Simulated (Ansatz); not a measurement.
**Molecular dynamics, with input and output: CH$_{5}$BSSi (part 1 of 2)**

System: CH$_{5}$BSSi, SMILES C[SiH]1BS1.
Method: RKS BLYP-d4/6-31G* (Ansatz 0.2.0).

The geometry comes from this level: PBE0-D4/def2-TZVP. Figures and captions count atoms from 1; the log counts them from 0 in places.

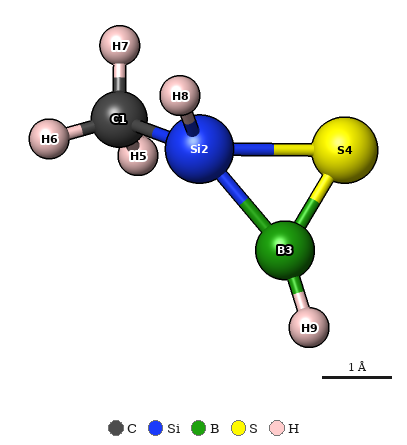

Fig. 1: The starting structure (ball-and-stick view, seen at a tilt; atoms are numbered from 1 in the order of the input). Bond lengths as drawn: B–H 1.19 Å, B–S 1.77 Å, B–Si 1.93 Å, C–H 1.09 Å, C–Si 1.86 Å, H–Si 1.48 Å and S–Si 2.17 Å.

Key numbers:

- outcome: finished
- mean temperature over the second half: 347 K
- trajectory: 30 steps, 60 fs
- ensemble: nvt_nose_hoover
- temperature in the input: 700 K
- time step: 2 fs
- potential energy (last step): −20505.8763 eV
- mean-field energy (last step): −20505.4377 eV
- dispersion energy (last step): −0.4385 eV
- SCF solution under orbital rotations (last step): stable
- largest force (length of the vector) (last step): 3.544 eV/Å
- dipole moment (last step): 2.74 D
- hardware: 2 threads of Arm Neoverse V2, 23 GiB of memory available, shared host
- wall time: 37 s (CPU time 72 s)
- peak memory: 0.11 GiB

Notes:

So short a trajectory is not equilibrated. The temperature stays far from the 700 K of the thermostat over the second half: the run isn't equilibrated.

Input:
```yaml
crystal:
  periodic: [false, false, false]
  atoms:
    - {symbol: C, position_ang: [-0.467593, 1.367558, -0.015481]}
    - {symbol: Si, position_ang: [0.214297, -0.287679, -0.533463]}
    - {symbol: B, position_ang: [0.871448, -1.656192, 0.659488]}
    - {symbol: S, position_ang: [-0.808574, -2.035654, 0.251648]}
    - {symbol: H, position_ang: [-0.682505, 1.376863, 1.054127]}
    - {symbol: H, position_ang: [0.262244, 2.153750, -0.227910]}
    - {symbol: H, position_ang: [-1.384327, 1.600781, -0.561501]}
    - {symbol: H, position_ang: [0.423488, -0.364860, -2.000935]}
    - {symbol: H, position_ang: [1.660120, -2.200966, 1.356726]}
basis:
  gaussian: {orbitals: "6-31G*"}
hamiltonian: {xc: {name: BLYP}, dispersion: d4}
md: {timestep: 2 fs, n_steps: 30, ensemble: nvt_nose_hoover, temperature: 700, initial_velocities: maxwell_boltzmann, seed: 293}
```

Command:
```bash
ansatz run in.yaml --threads 2 --pin off --events-out ev --progress --plain --max-ram 4352MiB
```

Log:
```
Functional definition: BLYP
  name "BLYP"
  cite "Becke, Phys. Rev. A 38, 3098 (1988) doi:10.1103/PhysRevA.38.3098"
  cite "Lee, Yang & Parr, Phys. Rev. B 37, 785 (1988) doi:10.1103/PhysRevB.37.785"
  parameter beta = 0.0042
  parameter a = 0.04918
  parameter b = 0.132
  parameter c = 0.2533
  parameter d = 0.349
  exchange = b88_x(beta = beta)
  correlation = lyp_c(a = a, b = b, c = c, d = d)
944 factors; their error is unknown
mean field evaluation 1: about -20498.1456 eV, gradient 5.5e1 eV
mean field evaluation 2: about -20487.7244 eV, gradient 7.7e1 eV
mean field evaluation 4: about -20505.6555 eV, gradient 8.0e0 eV
mean field evaluation 8: about -20505.8661 eV, gradient 1.8e-1 eV
mean field evaluation 16: about -20505.7872 eV, gradient 1.8e-4 eV
mean field -20505.78720996 eV, -753.5737806444 hartree, gradient 5.6e-5 eV, S^2 0.000000; 0 other end points of the search recorded, 0 dependent functions left out
the calculation of the forces begins
reference -20505.78753239 eV, -753.5737924933 hartree; 23, 23 occupied and 55, 55 virtual orbitals, 944 factors
md step     0: t =     0.00 fs  T =   700.0 K  F+E_penalty+E_count = -20506.23353167 eV  E_kin = 0.633374 eV  conserved = -20505.60015768 eV  (27 SCF iters)
these checks for a lower state are left out or cut short: starts, cluster_reference, orbital_swaps, neighbouring_geometries, increment
944 factors; their error is unknown
mean field -20505.50894555 eV, -753.5635546159 hartree, gradient 1.1e-5 eV, S^2 0.000000; 0 other end points of the search recorded, 0 dependent functions left out
the calculation of the forces begins
reference -20505.50926630 eV, -753.5635664030 hartree; 23, 23 occupied and 55, 55 virtual orbitals, 944 factors
md step     1: t =     2.00 fs  T =   486.6 K  F+E_penalty+E_count = -20505.95550989 eV  E_kin = 0.440305 eV  conserved = -20505.51521817 eV  (30 SCF iters, 7 dispersion substeps)
[... from here on the SCF iterations and repeated set-up lines of each step are left out, up to the last step ...]
md step     2: t =     4.00 fs  T =   470.4 K  F+E_penalty+E_count = -20505.99439221 eV  E_kin = 0.425600 eV  conserved = -20505.56891166 eV  (29 SCF iters, 7 dispersion substeps)
md step     3: t =     6.00 fs  T =   406.5 K  F+E_penalty+E_count = -20505.92573624 eV  E_kin = 0.367810 eV  conserved = -20505.55824815 eV  (29 SCF iters, 7 dispersion substeps)
md step     4: t =     8.00 fs  T =   272.0 K  F+E_penalty+E_count = -20505.77029212 eV  E_kin = 0.246154 eV  conserved = -20505.52471826 eV  (31 SCF iters, 7 dispersion substeps)
md step     5: t =    10.00 fs  T =   410.8 K  F+E_penalty+E_count = -20505.94150893 eV  E_kin = 0.371665 eV  conserved = -20505.57083702 eV  (30 SCF iters, 7 dispersion substeps)
md step     6: t =    12.00 fs  T =   405.3 K  F+E_penalty+E_count = -20505.91992475 eV  E_kin = 0.366750 eV  conserved = -20505.55478320 eV  (30 SCF iters, 7 dispersion substeps)
md step     7: t =    14.00 fs  T =   381.9 K  F+E_penalty+E_count = -20505.88188253 eV  E_kin = 0.345554 eV  conserved = -20505.53865248 eV  (30 SCF iters, 7 dispersion substeps)
md step     8: t =    16.00 fs  T =   522.8 K  F+E_penalty+E_count = -20506.05050612 eV  E_kin = 0.473025 eV  conserved = -20505.58077461 eV  (30 SCF iters, 7 dispersion substeps)
md step     9: t =    18.00 fs  T =   444.5 K  F+E_penalty+E_count = -20505.94041447 eV  E_kin = 0.402152 eV  conserved = -20505.54269109 eV  (31 SCF iters, 7 dispersion substeps)
md step    10: t =    20.00 fs  T =   436.6 K  F+E_penalty+E_count = -20505.94555281 eV  E_kin = 0.395028 eV  conserved = -20505.55610581 eV  (30 SCF iters, 7 dispersion substeps)
md step    11: t =    22.00 fs  T =   452.8 K  F+E_penalty+E_count = -20505.96015829 eV  E_kin = 0.409745 eV  conserved = -20505.55728278 eV  (30 SCF iters, 7 dispersion substeps)
md step    12: t =    24.00 fs  T =   431.6 K  F+E_penalty+E_count = -20505.95236713 eV  E_kin = 0.390542 eV  conserved = -20505.57009538 eV  (31 SCF iters, 7 dispersion substeps)
md step    13: t =    26.00 fs  T =   289.1 K  F+E_penalty+E_count = -20505.79865979 eV  E_kin = 0.261583 eV  conserved = -20505.54659421 eV  (30 SCF iters, 7 dispersion substeps)
md step    14: t =    28.00 fs  T =   205.6 K  F+E_penalty+E_count = -20505.72225852 eV  E_kin = 0.186037 eV  conserved = -20505.54670249 eV  (31 SCF iters, 7 dispersion substeps)
md step    15: t =    30.00 fs  T =   317.7 K  F+E_penalty+E_count = -20505.84109008 eV  E_kin = 0.287462 eV  conserved = -20505.56527192 eV  (30 SCF iters, 7 dispersion substeps)
md step    16: t =    32.00 fs  T =   281.2 K  F+E_penalty+E_count = -20505.80126964 eV  E_kin = 0.254398 eV  conserved = -20505.55996972 eV  (30 SCF iters, 7 dispersion substeps)
md step    17: t =    34.00 fs  T =   278.7 K  F+E_penalty+E_count = -20505.77243620 eV  E_kin = 0.252202 eV  conserved = -20505.53482162 eV  (29 SCF iters, 7 dispersion substeps)
md step    18: t =    36.00 fs  T =   434.4 K  F+E_penalty+E_count = -20505.95916217 eV  E_kin = 0.393012 eV  conserved = -20505.58280091 eV  (30 SCF iters, 7 dispersion substeps)
md step    19: t =    38.00 fs  T =   294.5 K  F+E_penalty+E_count = -20505.78000020 eV  E_kin = 0.266481 eV  conserved = -20505.53239525 eV  (30 SCF iters, 7 dispersion substeps)
md step    20: t =    40.00 fs  T =   344.3 K  F+E_penalty+E_count = -20505.84790203 eV  E_kin = 0.311491 eV  conserved = -20505.55738313 eV  (30 SCF iters, 7 dispersion substeps)
md step    21: t =    42.00 fs  T =   373.5 K  F+E_penalty+E_count = -20505.89276035 eV  E_kin = 0.337964 eV  conserved = -20505.57827232 eV  (31 SCF iters, 7 dispersion substeps)
md step    22: t =    44.00 fs  T =   217.1 K  F+E_penalty+E_count = -20505.68613157 eV  E_kin = 0.196475 eV  conserved = -20505.51530511 eV  (31 SCF iters, 7 dispersion substeps)
md step    23: t =    46.00 fs  T =   350.7 K  F+E_penalty+E_count = -20505.85755329 eV  E_kin = 0.317307 eV  conserved = -20505.56814481 eV  (31 SCF iters, 7 dispersion substeps)
md step    24: t =    48.00 fs  T =   316.6 K  F+E_penalty+E_count = -20505.81574512 eV  E_kin = 0.286461 eV  conserved = -20505.55996289 eV  (30 SCF iters, 7 dispersion substeps)
md step    25: t =    50.00 fs  T =   218.3 K  F+E_penalty+E_count = -20505.68039953 eV  E_kin = 0.197486 eV  conserved = -20505.51594160 eV  (30 SCF iters, 7 dispersion substeps)
md step    26: t =    52.00 fs  T =   420.1 K  F+E_penalty+E_count = -20505.92865218 eV  E_kin = 0.380084 eV  conserved = -20505.58458257 eV  (30 SCF iters, 7 dispersion substeps)
md step    27: t =    54.00 fs  T =   426.5 K  F+E_penalty+E_count = -20505.87676907 eV  E_kin = 0.385914 eV  conserved = -20505.53097880 eV  (31 SCF iters, 7 dispersion substeps)
md step    28: t =    56.00 fs  T =   445.8 K  F+E_penalty+E_count = -20505.92362176 eV  E_kin = 0.403332 eV  conserved = -20505.56480012 eV  (30 SCF iters, 7 dispersion substeps)
md step    29: t =    58.00 fs  T =   410.4 K  F+E_penalty+E_count = -20505.86680358 eV  E_kin = 0.371299 eV  conserved = -20505.54446350 eV  (31 SCF iters, 7 dispersion substeps)
these checks for a lower state are left out or cut short: starts, cluster_reference, orbital_swaps, neighbouring_geometries, increment
944 factors; their error is unknown
mean field -20505.43741845 eV, -753.5609260433 hartree, gradient 1.3e-5 eV, S^2 0.000000; 0 other end points of the search recorded, 0 dependent functions left out
the calculation of the forces begins
reference -20505.43774058 eV, -753.5609378815 hartree; 23, 23 occupied and 55, 55 virtual orbitals, 944 factors
944 factors; their error is unknown
mean field evaluation 256: about -20505.5181 eV, gradient 1.8e-1 eV
mean field -20505.43741845 eV, -753.5609260433 hartree, gradient 1.4e-5 eV, S^2 0.000000; 1 other end points of the search recorded, 0 dependent functions left out
the calculation of the forces begins
reference -20505.43774058 eV, -753.5609378815 hartree; 23, 23 occupied and 55, 55 virtual orbitals, 944 factors
md step    30: t =    60.00 fs  T =   422.4 K  F+E_penalty+E_count = -20505.87596008 eV  E_kin = 0.382199 eV  conserved = -20505.54719809 eV  (28 SCF iters, 7 dispersion substeps)
```

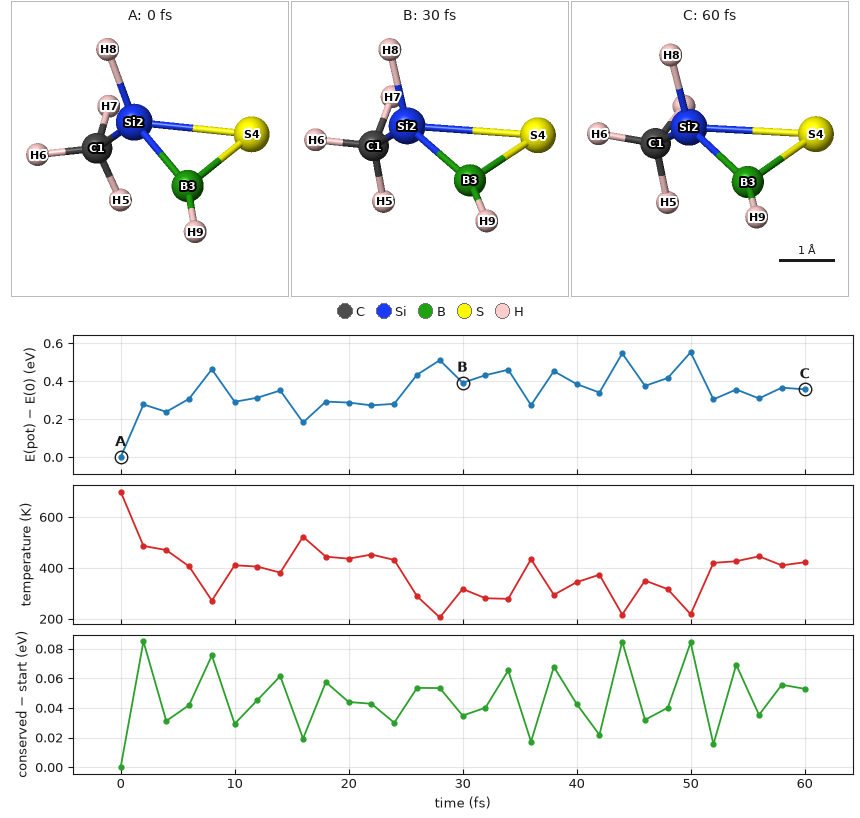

Fig. 2: Frames of the molecular dynamics (ball-and-stick, seen at a tilt) above the curves, on which the letters mark them. The trajectory kept here has 31 frames over 60 fs. The temperature starts at 700 K, ranges from 206 to 700 K and averages 347 K over the second half. The potential energy ends 0.358 eV above its first value. The conserved quantity stays within 0.085 eV. After an unweighted best fit of the last frame on the first, the root-mean-square displacement is 0.22 Å.

```
Total energy: -20505.87628221 eV, -753.5770539891 hartree
Atom 0 at    -0.516833     1.398986    -0.099999 Å, force    -2.316528     0.107690     2.679731 eV/Å
Atom 1 at     0.290476    -0.201084    -0.474354 Å, force    -0.065499    -2.081506     0.592164 eV/Å
Atom 2 at     0.924656    -1.736336     0.574896 Å, force    -0.988361    -0.362988     0.065163 eV/Å
Atom 3 at    -0.869537    -2.087890     0.274512 Å, force     1.422234     0.679787     0.016016 eV/Å
Atom 4 at    -0.641546     1.649712     1.051651 Å, force     0.576726    -0.469702    -1.979597 eV/Å
Atom 5 at     0.092179     2.123453    -0.578692 Å, force     0.485345     1.439906    -0.563762 eV/Å
Atom 6 at    -1.587528     1.412478    -0.477379 Å, force     1.038242     0.099920    -0.047235 eV/Å
Atom 7 at     0.477672    -0.450358    -1.901740 Å, force     0.001142     0.299414    -0.752478 eV/Å
Atom 8 at     1.770802    -2.436060     1.066834 Å, force    -0.153299     0.287478    -0.010002 eV/Å
Dipole moment:     0.093137     0.559206    -0.062790 e Å
```

Trajectory as extended XYZ (Å, eV, eV/Å), 23 of the 31 frames kept, from step=0 to step=30:
```
9
Properties=species:S:1:pos:R:3:forces:R:3 step=0 time_fs=0.0 energy=-20506.23353 temperature=700.0
C    -0.4676    1.3676   -0.0155   -0.0784   0.0828   0.0038
Si    0.2143   -0.2877   -0.5335    0.5353   0.2638  -0.3135
B     0.8714   -1.6562    0.6595    0.5036   0.0455   0.1616
S    -0.8086   -2.0357    0.2516   -0.9005  -0.7167   0.1349
H    -0.6825    1.3769    1.0541   -0.0771   0.0363   0.3310
H     0.2622    2.1538   -0.2279    0.2157   0.2627  -0.0515
H    -1.3843    1.6008   -0.5615   -0.3000   0.1107  -0.1444
H     0.4235   -0.3649   -2.0009    0.0039  -0.0109  -0.2125
H     1.6601   -2.2010    1.3567    0.0975  -0.0742   0.0906
9
Properties=species:S:1:pos:R:3:forces:R:3 step=1 time_fs=2.0 energy=-20505.95551 temperature=486.6
C    -0.4738    1.3654   -0.0293    1.7656   1.4115  -1.9032
Si    0.2197   -0.2771   -0.5231    0.8124  -0.0571  -1.3825
B     0.8649   -1.6785    0.6605   -1.1119   1.4212  -1.3990
S    -0.8102   -2.0405    0.2534   -0.9481  -0.6992   0.1628
H    -0.6186    1.3430    0.9947   -0.7231   0.1084   2.5518
H     0.2664    2.2316   -0.2192   -0.7594  -1.1081   0.0473
H    -1.3767    1.5887   -0.5734   -0.7581   0.2158  -0.2253
H     0.3859   -0.3484   -2.0506   -0.0481  -0.0544   0.6174
H     1.6665   -2.1245    1.2766    1.7707  -1.2380   1.5308
9
Properties=species:S:1:pos:R:3:forces:R:3 step=3 time_fs=6.0 energy=-20505.92574 temperature=406.5
C    -0.4714    1.3757   -0.0686   -0.6698   0.7781   2.0792
Si    0.2339   -0.2566   -0.5088    0.7783  -0.4237  -2.0170
B     0.8439   -1.7090    0.6499    2.0388   0.4642   0.4543
S    -0.8169   -2.0526    0.2576   -1.0797  -0.6296   0.1402
H    -0.5712    1.2932    1.0883   -0.5337   0.4118  -1.5059
H     0.1879    2.2523   -0.2006    0.1644  -0.2327  -0.2926
H    -1.4315    1.5842   -0.6063    0.3408  -0.1093   0.6280
H     0.3065   -0.3242   -2.0651    0.0621  -0.1822   0.8559
H     1.8465   -2.0972    1.2662   -1.1012  -0.0767  -0.3421
9
Properties=species:S:1:pos:R:3:forces:R:3 step=4 time_fs=8.0 energy=-20505.77029 temperature=272.0
C    -0.4706    1.3862   -0.0814   -2.1087  -0.8917   2.6675
Si    0.2427   -0.2471   -0.5059    0.6102  -0.5195  -1.4849
B     0.8406   -1.7206    0.6449    2.7101   0.3118   0.7790
S    -0.8222   -2.0599    0.2599   -0.9377  -0.5185   0.1479
H    -0.5804    1.2887    1.0860   -0.4327   0.4763  -1.6928
H     0.1407    2.2288   -0.2038    1.3771   1.4171  -0.5304
H    -1.4519    1.5794   -0.5946    0.4848  -0.1575   0.5736
H     0.2689   -0.3213   -2.0208    0.1493  -0.2495   0.2614
H     1.9103   -2.1019    1.2641   -1.8524   0.1314  -0.7213
9
Properties=species:S:1:pos:R:3:forces:R:3 step=5 time_fs=10.0 energy=-20505.94151 temperature=410.8
C    -0.4766    1.3938   -0.0855   -0.9310  -0.1473   1.6393
Si    0.2524   -0.2383   -0.5049    0.4605  -0.6222  -0.5708
B     0.8470   -1.7311    0.6426    2.0588   0.4731   0.4363
S    -0.8286   -2.0677    0.2624   -0.5577  -0.3411   0.1964
H    -0.6062    1.3025    1.0188   -0.3639   0.4184  -0.2199
H     0.1461    2.2596   -0.2273    0.6840   0.5569  -0.3687
H    -1.4538    1.5685   -0.5609   -0.0229  -0.0239   0.0319
H     0.2369   -0.3279   -1.9665    0.2046  -0.3058  -0.6485
H     1.9031   -2.1016    1.2343   -1.5325  -0.0082  -0.4961
```
